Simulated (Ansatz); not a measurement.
# C2F3N (cyanotrifluoromethane): revPBE/cc-pVDZ

What is the energy change on altering one bond length of C2F3N (cyanotrifluoromethane) at revPBE/cc-pVDZ? 

The results are computed with Ansatz 0.2.0.

51 further runs of the same task are left out: 12 that didn't finish, 39 set aside as unsound or not needed.

### Step 1. The system as given

C2F3N has 6 atoms, charge 0, and is taken as a singlet. As SMILES, `N#CC(F)(F)F`. The shape is that of a PBE0-D4/def2-TZVP optimisation.

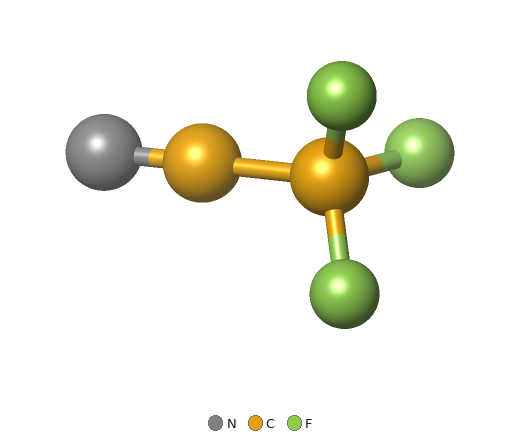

The structure, seen from a chosen angle (nitrogen grey, carbon amber, fluorine green).

### Step 2. The energy at revPBE/cc-pVDZ

in.yaml reads:

```yaml
basis:
  gaussian: {orbitals: cc-pVDZ}
crystal:
  periodic: [false, false, false]
  atoms:
    - {symbol: N, position_ang: [1.022100, -1.705100, 0.893500]}
    - {symbol: C, position_ang: [0.486200, -0.810600, 0.417800]}
    - {symbol: C, position_ang: [-0.206400, 0.345600, -0.197200]}
    - {symbol: F, position_ang: [-1.316000, -0.055800, -0.802300]}
    - {symbol: F, position_ang: [0.581500, 0.927000, -1.091500]}
    - {symbol: F, position_ang: [-0.525200, 1.234800, 0.733600]}
hamiltonian: {xc: {name: revPBE}}
accuracy: high
output: {orbitals: {seedname: orbitals}}
```

The run is started by

```
$ ansatz run in.yaml --threads 1 --pin off --max-ram 3480MiB --events-out events.jsonl --progress --plain --runs-dir runs
```

Output:

```text
Warning: RAYON_NUM_THREADS=1 ignored (pool sized by the plan → 1); use --threads N
Functional definition: revPBE
  name "revPBE"
  parameter kappa = 1.245
  parameter beta = 0.06672455060314922
  exchange = pbe_x(kappa = kappa, mu = beta*pi^2/3)
  correlation = pbe_c(beta = beta)
1829 factors; integrals over basis functions are off by at most 2.6e-9 eV
mean field evaluation 1: about -11705.6621 eV, gradient 5.0e1 eV
mean field evaluation 2: about -11684.8633 eV, gradient 1.1e2 eV
mean field evaluation 4: about -11710.3226 eV, gradient 6.4e0 eV
mean field evaluation 8: about -11710.3860 eV, gradient 6.0e-1 eV
mean field evaluation 16: about -11710.3867 eV, gradient 9.3e-6 eV
mean field -11710.38670744 eV, -430.3487739133 hartree, gradient 1.3e-8 eV, S^2 0.000000; 0 other end points of the search recorded, 0 dependent functions left out
reference -11710.38670947 eV, -430.3487739878 hartree; 23, 23 occupied and 61, 61 virtual orbitals, 1829 factors
Total energy: -11710.38670947 eV, -430.3487739878 hartree
```

Run time: 8.4 s. Hardware: 1 thread of Arm Neoverse N1, shared host; peak memory 0.2 GiB.

### Step 3. The distorted shape, same level

in.yaml reads:

```yaml
basis:
  gaussian:
    orbitals: cc-pVDZ
crystal:
  periodic: [false, false, false]
  atoms:
    - symbol: N
      position_ang: [0.391786, -2.170216, 1.608934]
    - symbol: C
      position_ang: [-0.144114, -1.275716, 1.133234]
    - symbol: C
      position_ang: [-0.836714, -0.119516, 0.518234]
    - symbol: F
      position_ang: [-1.946314, -0.520916, -0.086866]
    - symbol: F
      position_ang: [0.581500, 0.927000, -1.091500]
    - symbol: F
      position_ang: [-1.155514, 0.769684, 1.449034]
output: {orbitals: {seedname: orbitals}}
magnetization:
  spin_polarized: false
accuracy: high
hamiltonian:
  xc: {name: revPBE}
```

The run is started by

```
$ ansatz run in.yaml --threads 1 --pin off --max-ram 3480MiB --events-out events.jsonl --progress --plain --runs-dir runs
```

Output (excerpt; [...] marks lines left out):

```text
Warning: RAYON_NUM_THREADS=1 ignored (pool sized by the plan → 1); use --threads N
[... 6 set-up lines as earlier in the session ...]
1772 factors; integrals over basis functions are off by at most 2.8e-9 eV
mean field evaluation 1: about -11696.5399 eV, gradient 6.6e1 eV
mean field evaluation 2: about -11285.3776 eV, gradient 2.8e2 eV
mean field evaluation 4: about -11648.4661 eV, gradient 1.6e2 eV
mean field evaluation 8: about -11706.6252 eV, gradient 1.1e-1 eV
mean field evaluation 16: about -11683.0119 eV, gradient 6.0e1 eV
mean field -11706.62528868 eV, -430.2105443232 hartree, gradient 2.1e-8 eV, S^2 0.000000; 0 other end points of the search recorded, 0 dependent functions left out
reference -11706.62529077 eV, -430.2105444002 hartree; 23, 23 occupied and 61, 61 virtual orbitals, 1772 factors
Total energy: -11706.62529077 eV, -430.2105444002 hartree
```

Run time: 8.1 s. Hardware: 1 thread of Arm Neoverse N1, shared host; peak memory 0.2 GiB.

### Step 4. Outcome

Level: revPBE/cc-pVDZ.

```
                                                         quantity          value
                                        first shape: total energy  -430.34877 Eh
                                         first shape: HOMO energy       -9.22 eV
                                         first shape: LUMO energy       -1.40 eV
                                       first shape: HOMO–LUMO gap        7.83 eV
                                    distorted shape: total energy  -430.21054 Eh
                                     distorted shape: HOMO energy       -6.94 eV
                                     distorted shape: LUMO energy       -6.04 eV
                                   distorted shape: HOMO–LUMO gap        0.91 eV
energy change with the C3–F5 bond stretched from 1.326 to 2.387 Å       3.761 eV
```

**Reading.** One bond (distorted shape) is far stretched, which a spin-restricted single reference describes badly; a broken-symmetry solution may lie lower. With the C3–F5 bond stretched from 1.326 to 2.387 Å the energy rises by 3.76 eV (363 kJ/mol). The first shape isn't relaxed at this level, so the change isn't measured from a minimum. A restricted reference can't describe the breaking bond well at this length.
